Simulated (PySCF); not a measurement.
C$_{2}$H$_{9}$N, SMILES `CN.C`.

PySCF calculation, PBE/def2-SVP, gas phase; geometry: GFN2-xTB. The pair's geometry is semi-empirical, so its contact may be too short or too long. Without diffuse functions Rydberg states are missing, so the states' numbers hold for this basis only.

Input script:

```python
import numpy as np
from pyscf import gto, scf, dft, tdscf
from pyscf.scf import atom_ks, atom_hf
from scipy.linalg import block_diag

def solve(mol, dm0=None, hcore=None):
    mf = (dft.UKS if mol.spin else dft.RKS)(mol, xc='pbe')
    mf.grids.level = 3
    mf = mf.density_fit(auxbasis='def2-universal-jkfit')
    mf.conv_tol, mf.max_cycle = 1e-8, 80
    if hcore is not None:
        mf.get_hcore = lambda *args: hcore
    mf.kernel(dm0)
    if not mf.converged:
        mf = mf.newton().run(mf.mo_coeff, mf.mo_occ, max_cycle=30)
    assert mf.converged, 'SCF not converged'
    return mf

mol = gto.M(atom='''
C     -1.69337    -0.59392    -0.00636
N     -1.23631     0.78404     0.03733
H     -0.90891    -1.32547    -0.24882
H     -2.48068    -0.67483    -0.75513
H     -2.11497    -0.85129     0.96482
H     -0.84254     1.04918    -0.85951
H     -0.50674     0.88884     0.73471
C      2.56625    -0.10102    -0.00603
H      1.91068    -0.59351     0.70071
H      3.53354     0.05676     0.45275
H      2.14521     0.85436    -0.29206
H      2.68131    -0.72272    -0.88447
''', basis='def2-svp', charge=0, spin=0, verbose=4)
mf = solve(mol)
td = mf.TDA()
td.nstates, td.singlet, td.conv_tol = 5, True, 1e-5
td.kernel()
td.analyze()
x, y = np.array([p[0] for p in td.xy]), np.array([p[1] + 0 * p[0] for p in td.xy])
f, mu = td.oscillator_strength(), td.transition_dipole()
nto = [td.get_nto(state=i + 1, verbose=4) for i in range(len(td.e))]
# spherically averaged free atoms, for the promolecule
atm = atom_ks.get_atm_nrks(mol, xc='pbe')
pro = block_diag(*[(atm[a[0]][2] * atm[a[0]][3]) @ atm[a[0]][2].T for a in mol._atom])
np.savez('result.npz', e=td.e, f=f, ok=td.converged, w=[n[0] for n in nto], nto=[n[1] for n in nto], x=x, y=y, c=mf.mo_coeff, occ=mf.mo_occ, eps=mf.mo_energy, pro=pro, mu=mu)
```

Command:

```sh
OMP_NUM_THREADS=1 python input.py
```

The run took 66 s on 1 thread of Arm Neoverse V2, with other jobs on the host, peak memory 0.5 GiB.

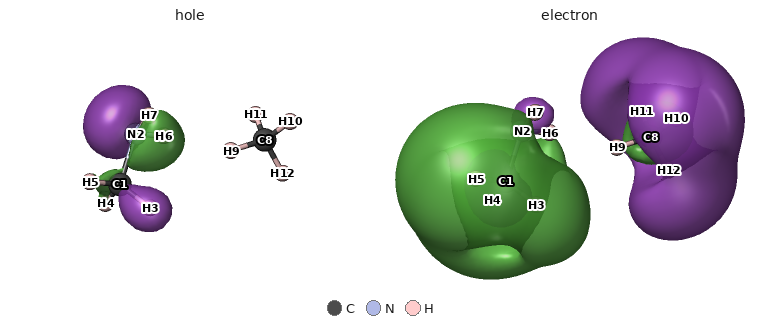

Leading natural transition orbital pair of S₂ (TDA singlet states); the surfaces enclose about 85 % of each orbital's density.

Q: Where does the state lie, and where do hole and electron sit?

A: 6.87 eV (181 nm), f = 0.015, partly diffuse acceptor orbital, which a basis without diffuse functions describes poorly; the leading pair carries 100 %; hole on N2 (70 %), C1 (9 %) and H3 (7 %), electron on H4 (19 %), H5 (18 %) and C1 (16 %) (atom shares of so diffuse an orbital are rough); their centroids lie 1.5 Å apart. In canonical orbitals it is mainly HOMO → LUMO+1 (99 %). The HOMO–LUMO gap is 5.36 eV.
